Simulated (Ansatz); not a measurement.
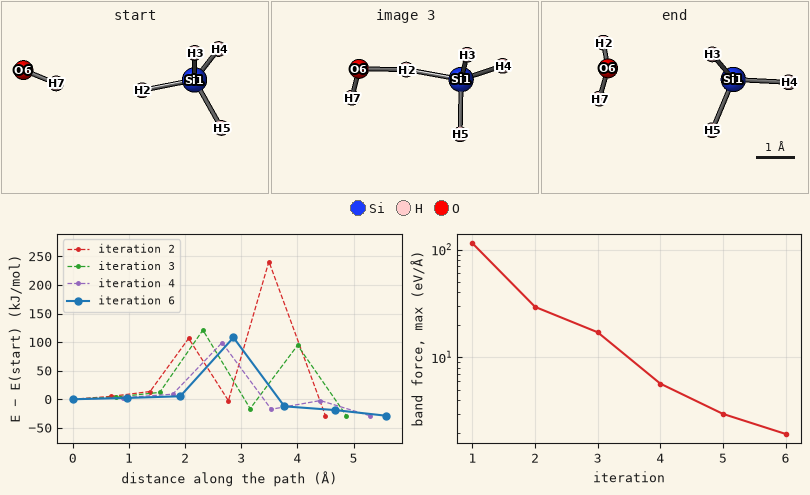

A nudged-elastic-band calculation for SiH$_{5}$O (multiplicity 2), made up at the start of SiH$_{4}$ and HO. Images are numbered from 0 (start) to 6 (end). The plot follows the band through its iterations. Style: ball-and-stick. Shown at a tilt.

Theory: Ansatz, UHF/6-31G*.

The input:
```yaml
crystal:
  periodic: [false, false, false]
  atoms:
    - { symbol: Si, position_ang: [-0.038459, -0.058054, -0.274894] }
    - { symbol: H, position_ang: [-0.248309, -0.377904, 1.153972] }
    - { symbol: H, position_ang: [1.408507, 0.023089, -0.541803] }
    - { symbol: H, position_ang: [-0.679234, 1.234072, -0.577224] }
    - { symbol: H, position_ang: [-0.642204, -1.122812, -1.095863] }
    - { symbol: O, position_ang: [-0.076329, -0.128771, 4.438865] }
    - { symbol: H, position_ang: [-0.236972, -0.37072, 3.525448] }
magnetization:
  spin_polarized: true
  initial_magnetization: 1
basis:
  gaussian: { orbitals: "6-31G*" }
hamiltonian:
  xc: hf
neb:
  order_check: false
  images: 5
  f_tol: 0.03
  max_iterations: 6
  final_atoms:
    - { symbol: Si, position_ang: [-0.1589127, 0.31695915, -0.44169681] }
    - { symbol: H, position_ang: [-0.03377216, 0.34162863, 3.37284403] }
    - { symbol: H, position_ang: [1.2921265, 0.23810206, -0.19822628] }
    - { symbol: H, position_ang: [-0.42325593, 0.75681583, -1.82952747] }
    - { symbol: H, position_ang: [-0.82467566, -0.97581264, -0.18655508] }
    - { symbol: O, position_ang: [0.16962648, -0.43435241, 2.86782324] }
    - { symbol: H, position_ang: [-0.53413654, -1.04444062, 3.04383938] }
  initial_path:
    images:
      - { positions_ang: [[-0.038459, -0.058054, -0.274894], [-0.248309, -0.377904, 1.153972], [1.408507, 0.023089, -0.541803], [-0.679234, 1.234072, -0.577224], [-0.642204, -1.122812, -1.095863], [-0.076329, -0.128771, 4.438865], [-0.236972, -0.37072, 3.525448]] }
      - { positions_ang: [[-0.02458146, -0.03695869, -0.18296324], [-0.16639275, -0.25334279, 1.33960218], [1.39953672, 0.01802863, -0.52142699], [-0.68045742, 1.2224837, -0.54515329], [-0.65576273, -1.14302683, -0.89530306], [-0.05320362, -0.08966787, 3.96618839], [-0.33213874, -0.51861614, 3.46755701]] }
      - { positions_ang: [[-0.01070393, -0.01586337, -0.09103249], [-0.0844765, -0.12878158, 1.52523236], [1.39056644, 0.01296825, -0.50105098], [-0.68168084, 1.2108954, -0.51308257], [-0.66932147, -1.16324167, -0.69474312], [-0.03007823, -0.05056475, 3.49351177], [-0.42730547, -0.66651228, 3.40966603]] }
      - { positions_ang: [[0.00317361, 0.00523194, 0.00089827], [-0.00256025, -0.00422037, 1.71086253], [1.38159616, 0.00790788, -0.48067497], [-0.68290426, 1.19930709, -0.48101186], [-0.6828802, -1.1834565, -0.49418318], [-0.00695285, -0.01146162, 3.02083516], [-0.52247221, -0.81440842, 3.35177504]] }
      - { positions_ang: [[-0.05085516, 0.10914101, -0.14663342], [-0.01296422, 0.11106263, 2.26485636], [1.35177294, 0.08463927, -0.38652541], [-0.59635482, 1.05181001, -0.93051706], [-0.73014535, -1.11424188, -0.39164048], [0.05190693, -0.15242522, 2.96983118], [-0.52636032, -0.89108582, 3.24912982]] }
      - { positions_ang: [[-0.10488393, 0.21305008, -0.29416511], [-0.02336819, 0.22634563, 2.81885019], [1.32194972, 0.16137066, -0.29237584], [-0.50980537, 0.90431292, -1.38002227], [-0.7774105, -1.04502726, -0.28909778], [0.1107667, -0.29338881, 2.91882721], [-0.53024843, -0.96776322, 3.1464846]] }
      - { positions_ang: [[-0.1589127, 0.31695915, -0.44169681], [-0.03377216, 0.34162863, 3.37284403], [1.2921265, 0.23810206, -0.19822628], [-0.42325593, 0.75681583, -1.82952747], [-0.82467566, -0.97581264, -0.18655508], [0.16962648, -0.43435241, 2.86782324], [-0.53413654, -1.04444062, 3.04383938]] }
```

Run as
```bash
ansatz run input.yaml --threads 1 --pin off --max-ram 2048MiB --backend cpu --events-out ev --progress --plain --runs-dir out
```

Q: How did the profile develop, and is the result final?

A: The result isn't final. The band hadn't converged when the run stopped after 6 iterations. The largest component of the band force went from 110 to 1.9 eV/Å. The barrier read from it is provisional: over the last two iterations the highest image moved from 99.0 kJ/mol to 108.1 kJ/mol. The iteration limit was low. The first iteration put the highest image at 1430.5 kJ/mol. The highest point, image 3, lies 108.1 kJ/mol above the start and 136.9 kJ/mol above the end; the end is at −28.8 kJ/mol relative to the start.

Limits of the set-up: the start holds two separate molecules, 2.4 Å apart at their closest, whose relative position is a soft coordinate and is computed without a dispersion correction; Hartree-Fock leaves out electron correlation.
